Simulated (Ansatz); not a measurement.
A series of calculations on CH6BN

Part 1: Relaxation

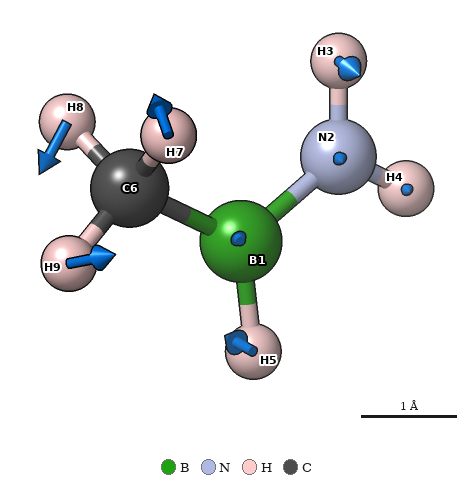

This is a relaxation of CH6BN. The starting structure is drawn; blue arrows show the displacements, at their true length. The two geometries are superimposed by the best rigid fit.

A ball-and-stick model, seen at a tilt.

The run prepares an end point of a later path (reaction) calculation, from a guessed geometry.

Computed with RKS B3LYP-D4/6-31G* (Ansatz). (no spin polarisation; force threshold 0.03 eV/Å; at most 50 steps)

Question: Atoms of which element are displaced furthest, and by how much?

Answer: Hydrogen: up to 0.64 Å, against 0.17 Å for boron.

Question: What did the optimiser do to the structure, and how much energy did it gain?

Answer: After 11 accepted moves (16 points after the start) the energy has fallen by 0.148 eV. Largest force component: 2.4 eV/Å at the start, 0.021 eV/Å at the end. The line search rejected the trial steps at points 3, 6, 10, 13, 15 of the run. The forces were under the threshold at step 12, but the run went on from there. The largest moves after the best rigid fit, 0.64 Å, are those of H8 and H9. Largest moves by element: H 0.64 Å, B 0.17 Å, N 0.13 Å, C 0.04 Å. Some distances before and after: B1–N2 1.471 → 1.398 Å, B1–H5 1.195 → 1.202 Å, C6–H9 1.094 → 1.099 Å. Among the angles between lasting bonds that change: B1–C6–H7 110.1° → 114.3°, B1–C6–H8 113.0° → 110.3°, H5–B1–C6 123.3° → 121.2°. Groups turn about B1–C6 by about 55°.

Part 2: Relaxation

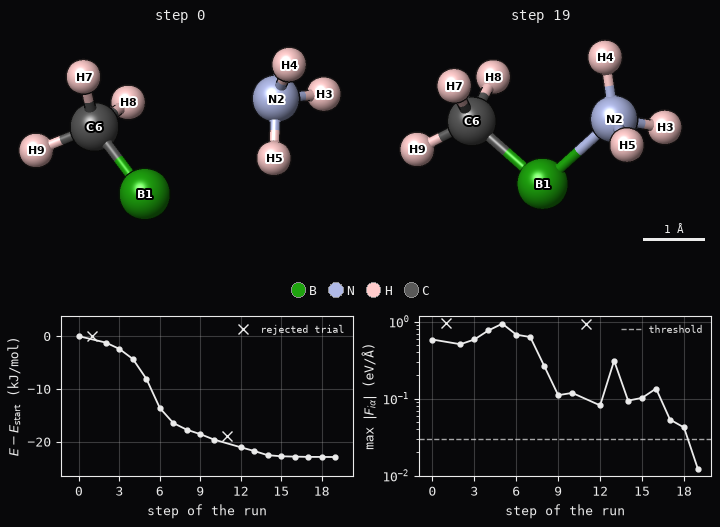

First and last geometry of a relaxation of CH$_{6}$BN, with the history of the run. Style: ball-and-stick. Shown at a tilt.

The run prepares an end point of a later path (reaction) calculation, from a guessed geometry.

Method: RKS B3LYP-D4/6-31G* in Ansatz. (no spin polarisation; force threshold 0.03 eV/Å; at most 50 steps)

Q: Did the run converge, and what did it change?

A: It converged. The energy falls by 22.9 kJ/mol in 17 accepted moves (19 points after the start). Largest force component: 0.59 eV/Å at the start, 0.012 eV/Å at the end. The line search rejected the trial steps at points 1, 11 of the run. The largest move after the best rigid fit is that of H4, 1.09 Å. By element the largest moves are H 1.09 Å, B 0.70 Å, N 0.51 Å, C 0.33 Å. Near-neighbour distances that change, for instance: B1–N2 2.747 → 1.747 Å, B1–C6 1.554 → 1.593 Å, N2–H4 1.020 → 1.044 Å, N2–H5 1.037 → 1.022 Å. New bonds form, among them: B1–N2 (2.75 → 1.75 Å). Bond angles that change, for instance: B1–C6–H9 111.2° → 113.8°, B1–C6–H7 110.0° → 112.5°.

```tsv
step	E − E(0), kJ/mol	largest force component, eV/Å	note
0	0.00	0.5858	
1	0.13	0.9496	rejected
2	-1.21	0.5091	
3	-2.41	0.5866	
4	-4.32	0.7680	
5	-8.07	0.9411	
6	-13.61	0.6774	
7	-16.45	0.6315	
8	-17.71	0.2655	
9	-18.55	0.1109	
10	-19.57	0.1188	
11	-18.99	0.9386	rejected
12	-21.04	0.0818	
13	-21.74	0.3112	
14	-22.54	0.0943	
15	-22.74	0.1024	
16	-22.81	0.1352	
17	-22.86	0.0535	
18	-22.86	0.0423	
19	-22.88	0.0121
```

Limits of the set-up: the start holds two separate molecules, 2.4 Å apart at their closest, whose relative position is a soft coordinate.

Part 3: Path

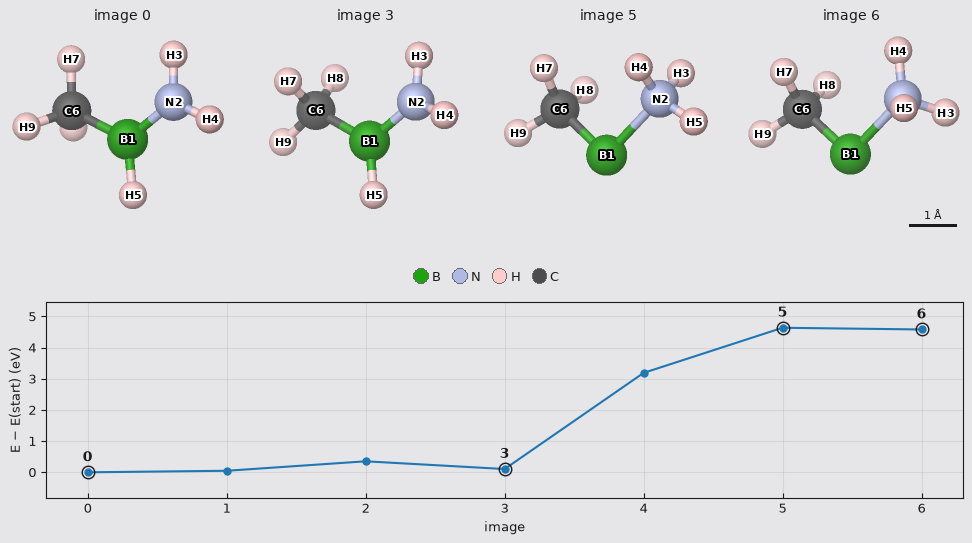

A nudged-elastic-band calculation for CH6BN. Images are numbered from 0 (start) to 6 (end). The picture is a ball-and-stick view, seen at a tilt.

The calculation used Ansatz 0.2.0, RKS B3LYP-D4/6-31G*. Set-up: 5 movable images; climbing image; force threshold 0.05 eV/Å; iteration limit 60; starting path through a guess of the saddle point.

What happens along the path, and what is the barrier?

Answer. The path has more than one stage, and so few images may leave a stage unresolved. Breaking: B1–H5 (1.20 → 2.30 at the top → 2.23 Å). Forming: N2–H5 (2.22 → 1.02 at the top → 1.02 Å). The energy climbs by 4.64 eV to image 5 and then falls by 0.05 eV, so the end point sits at +4.58 eV. The profile has 2 maxima (images 2, 5) with a dip at image 3 (+0.11 eV), so the process runs in steps. The band converged in 32 iterations. The largest component of the band force went from 57 to 0.039 eV/Å. The climbing image converged on the top of the path. Its vibrational analysis gives one imaginary mode (219i cm⁻¹), as a transition state must have.

The run took 5.6 min on 1 thread of AMD EPYC 7R43 64-Core Processor (Zen 3), with other jobs on the host, peak memory 0.12 GiB.
